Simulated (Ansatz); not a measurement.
GaH2ClO2: geometry relaxation

The run: geometry relaxation of GaH2ClO2. Method and program: RKS PBE0-D4/def2-TZVP (Ansatz 0.2.0).

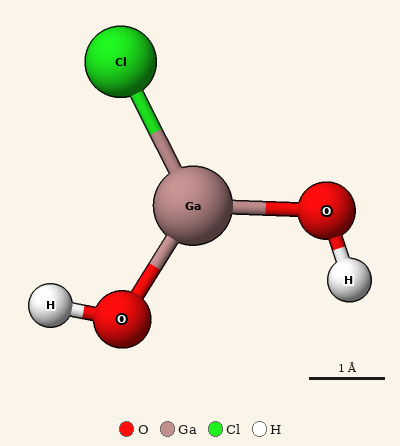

*The input geometry (ball-and-stick view, seen at a tilt). Sticks mark near contacts.*

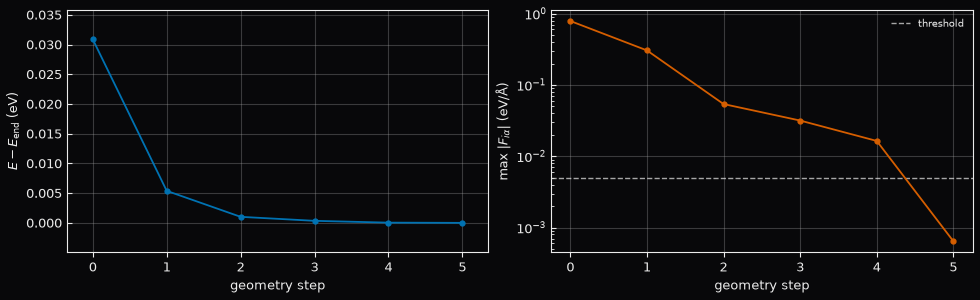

*Progress of the relaxation, step by step (the first geometry is step 0 here and step 1 in the log).*

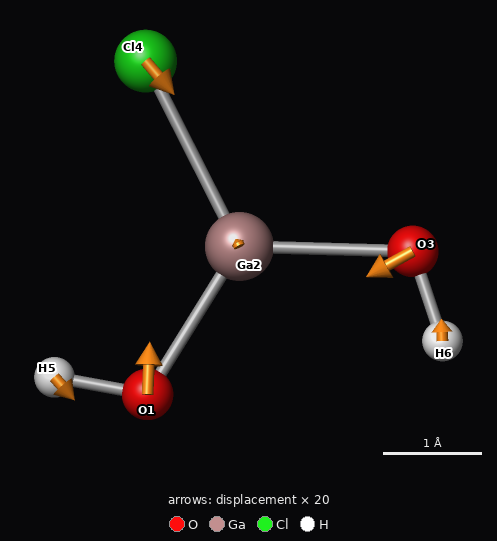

*The starting structure with the displacements as orange arrows, magnified 20 times (ball-and-stick view, seen on its broad side). The two geometries are laid on each other by the best rigid fit.*

The largest moves after the best rigid fit, 0.028 Å, are those of O1 and O3. By element the largest moves are O 0.028 Å, Cl 0.023 Å, H 0.016 Å, Ga 0.005 Å. Among the contacts that change: Ga2–Cl4 2.149 → 2.122 Å, Ga2–O3 1.787 → 1.766 Å, O1–H5 0.976 → 0.960 Å. Among the angles that change: Ga2–O1–H5 111.1° → 113.7°, Ga2–O3–H6 110.1° → 112.5°. Over 5 geometry steps the energy falls by 0.031 eV. The largest force component goes from 0.79 to 0.00064 eV/Å. (Atoms are counted from 1 in the order of the input.)

The input that produced these results follows, with the program's output.

**The input**
```yaml
crystal:
  periodic: [false, false, false]
  atoms:
    - {symbol: O, position_ang: [-0.312895, 1.454195, -0.303352]}
    - {symbol: Ga, position_ang: [-0.080799, -0.314038, -0.110519]}
    - {symbol: O, position_ang: [1.078982, -0.935154, 1.099280]}
    - {symbol: Cl, position_ang: [-1.172853, -1.725326, -1.307368]}
    - {symbol: H, position_ang: [-0.972008, 1.649038, -0.996148]}
    - {symbol: H, position_ang: [1.501674, -0.192715, 1.572008]}
basis:
  gaussian: {orbitals: def2-TZVP}
hamiltonian: {xc: pbe0, dispersion: d4}
relax: {f_tol: 0.005, max_steps: 200}
```

**Output**
```
Functional definition: PBE0
  name "PBE0"
  cite "Adamo & Barone, J. Chem. Phys. 110, 6158 (1999) doi:10.1063/1.478522"
  cite "Perdew, Burke & Ernzerhof, Phys. Rev. Lett. 77, 3865 (1996) doi:10.1103/PhysRevLett.77.3865"
  parent pbe
  parameter a = 0.25
  parameter kappa = 0.804
  parameter beta = 0.06672455060314922
  exchange = (1 - a)*pbe_x(kappa = kappa, mu = beta*pi^2/3) + a*exact_x
  correlation = pbe_c(beta = beta)
1071 factors; their error is unknown
mean field evaluation 1: about -69006.9617 eV, gradient 8.0e1 eV
mean field evaluation 2: about -68975.2201 eV, gradient 1.5e2 eV
mean field evaluation 4: about -69017.0938 eV, gradient 5.8e0 eV
mean field evaluation 8: about -69017.1607 eV, gradient 2.0e-1 eV
mean field evaluation 16: about -69017.3919 eV, gradient 5.9e-5 eV
mean field -69017.39185578 eV, -2536.3423690317 hartree, gradient 5.9e-5 eV, S^2 0.000000; 0 other end points of the search recorded, 0 dependent functions left out
the calculation of the forces begins
reference -69017.39188274 eV, -2536.3423700221 hartree; 33, 33 occupied and 126, 126 virtual orbitals, 1071 factors
relax step   1: F+E_penalty+E_count = -69017.49443532 eV  Δ(F+E_penalty+E_count) = +0.000e0 eV  max|allowed force component| = 7.893e-1 eV/Å  Δτ_max = 0.0000 Å  (28 SCF iters, accepted)
these checks for a lower state are left out or cut short: starts, cluster_reference, orbital_swaps, neighbouring_geometries, increment
1071 factors; their error is unknown
mean field -69017.41663991 eV, -2536.3432798315 hartree, gradient 1.5e-5 eV, S^2 0.000000; 0 other end points of the search recorded, 0 dependent functions left out
the calculation of the forces begins
reference -69017.41666672 eV, -2536.3432808167 hartree; 33, 33 occupied and 126, 126 virtual orbitals, 1071 factors
relax step   2: F+E_penalty+E_count = -69017.51992410 eV  Δ(F+E_penalty+E_count) = -2.549e-2 eV  max|allowed force component| = 3.055e-1 eV/Å  Δτ_max = 0.0241 Å  (32 SCF iters, accepted)
these checks for a lower state are left out or cut short: starts, cluster_reference, orbital_swaps, neighbouring_geometries, increment
1071 factors; their error is unknown
mean field -69017.42068928 eV, -2536.3434286429 hartree, gradient 1.5e-5 eV, S^2 0.000000; 0 other end points of the search recorded, 0 dependent functions left out
the calculation of the forces begins
reference -69017.42071604 eV, -2536.3434296264 hartree; 33, 33 occupied and 126, 126 virtual orbitals, 1071 factors
relax step   3: F+E_penalty+E_count = -69017.52429368 eV  Δ(F+E_penalty+E_count) = -4.370e-3 eV  max|allowed force component| = 5.403e-2 eV/Å  Δτ_max = 0.0113 Å  (32 SCF iters, accepted)
these checks for a lower state are left out or cut short: starts, cluster_reference, orbital_swaps, neighbouring_geometries, increment
1071 factors; their error is unknown
mean field evaluation 32: about -69017.1868 eV, gradient 5.5e-1 eV
mean field -69017.42135966 eV, -2536.3434532791 hartree, gradient 1.5e-5 eV, S^2 0.000000; 0 other end points of the search recorded, 0 dependent functions left out
the calculation of the forces begins
reference -69017.42138643 eV, -2536.3434542629 hartree; 33, 33 occupied and 126, 126 virtual orbitals, 1071 factors
relax step   4: F+E_penalty+E_count = -69017.52496839 eV  Δ(F+E_penalty+E_count) = -6.747e-4 eV  max|allowed force component| = 3.170e-2 eV/Å  Δτ_max = 0.0068 Å  (32 SCF iters, accepted)
these checks for a lower state are left out or cut short: starts, cluster_reference, orbital_swaps, neighbouring_geometries, increment
1071 factors; their error is unknown
mean field -69017.42169924 eV, -2536.3434657586 hartree, gradient 1.5e-5 eV, S^2 0.000000; 0 other end points of the search recorded, 0 dependent functions left out
the calculation of the forces begins
reference -69017.42172603 eV, -2536.3434667431 hartree; 33, 33 occupied and 126, 126 virtual orbitals, 1071 factors
relax step   5: F+E_penalty+E_count = -69017.52527239 eV  Δ(F+E_penalty+E_count) = -3.040e-4 eV  max|allowed force component| = 1.641e-2 eV/Å  Δτ_max = 0.0116 Å  (32 SCF iters, accepted)
these checks for a lower state are left out or cut short: starts, cluster_reference, orbital_swaps, neighbouring_geometries, increment
1071 factors; their error is unknown
mean field -69017.42174326 eV, -2536.3434673762 hartree, gradient 1.5e-5 eV, S^2 0.000000; 0 other end points of the search recorded, 0 dependent functions left out
the calculation of the forces begins
reference -69017.42177005 eV, -2536.3434683607 hartree; 33, 33 occupied and 126, 126 virtual orbitals, 1071 factors
relax step   6: F+E_penalty+E_count = -69017.52530943 eV  Δ(F+E_penalty+E_count) = -3.705e-5 eV  max|allowed force component| = 6.439e-4 eV/Å  Δτ_max = 0.0028 Å  (32 SCF iters, accepted)
1071 factors; their error is unknown
mean field evaluation 64: about -69017.1851 eV, gradient 1.4e0 eV
mean field -69017.42174326 eV, -2536.3434673762 hartree, gradient 1.5e-5 eV, S^2 0.000000; 1 other end points of the search recorded, 0 dependent functions left out
the calculation of the forces begins
reference -69017.42177005 eV, -2536.3434683607 hartree; 33, 33 occupied and 126, 126 virtual orbitals, 1071 factors
Total energy: -69017.52533622 eV, -2536.3472743473 hartree
Atom 0 at    -0.318858     1.428419    -0.310456 Å, force    -0.000139    -0.000132    -0.000448 eV/Å
Atom 1 at    -0.083481    -0.317049    -0.112659 Å, force     0.000133     0.000270     0.000644 eV/Å
Atom 2 at     1.065979    -0.913833     1.087535 Å, force     0.000038    -0.000024    -0.000014 eV/Å
Atom 3 at    -1.158547    -1.714541    -1.292525 Å, force     0.000018     0.000071    -0.000169 eV/Å
Atom 4 at    -0.962306     1.656213    -0.985651 Å, force    -0.000054     0.000013     0.000059 eV/Å
Atom 5 at     1.499314    -0.203208     1.567657 Å, force     0.000003    -0.000198    -0.000072 eV/Å
Dipole moment:    -0.025885     0.335291    -0.017704 e Å
```

**Summary**

| quantity | value |
| --- | --- |
| outcome | converged |
| total energy | −69017.5253 eV |
| mean-field energy | −69017.4218 eV |
| dispersion energy | −0.1036 eV |
| SCF solution under orbital rotations | stable |
| largest force (length of the vector) at the end | 0.001 eV/Å |
| dipole moment | 1.62 D |
| hardware | 4 CPU threads, shared host |
| wall time | 8.5 s (CPU time 30 s) |
| peak memory | 0.44 GiB |
